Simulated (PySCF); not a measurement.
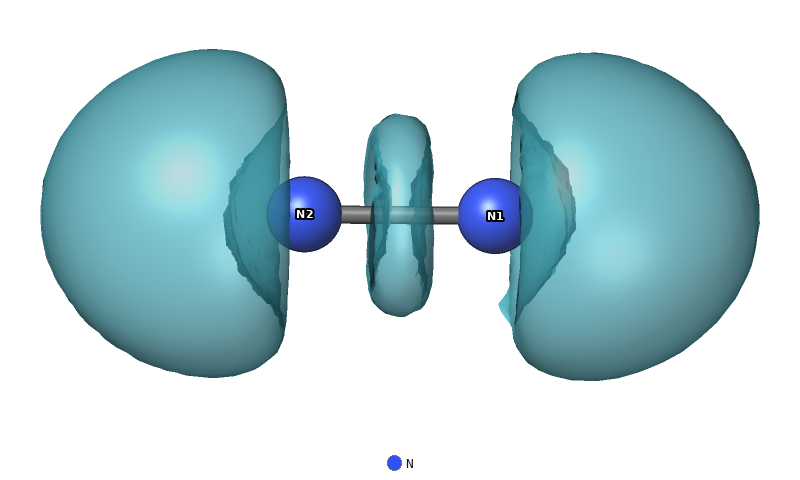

Figure. N₂ (SMILES N#N). Isosurface of the electron localisation function at 0.8 (cyan), seen from one side. Core shells and regions of very low density are left out.

Geometry: PBE0-D3(BJ)/def2-SVP.

Computed with CAM-B3LYP/def2-SVPD, SCF density, gas phase (PySCF 2.14.0).

```xyz
2

N    -0.4962   -0.2212    0.0532
N     0.5137    0.1924   -0.0654
```

**Identify the bonds, lone pairs and shells in this picture.**

The ELF exceeds this value in one region between bonded N–N atoms (shared pairs) and two lobes on N, pointing away from the bonds (lone pairs). Along the contacts the grid gives the following. N–N (1.10 Å): the ELF peaks at about 0.90 between the atoms; a multiple bond.
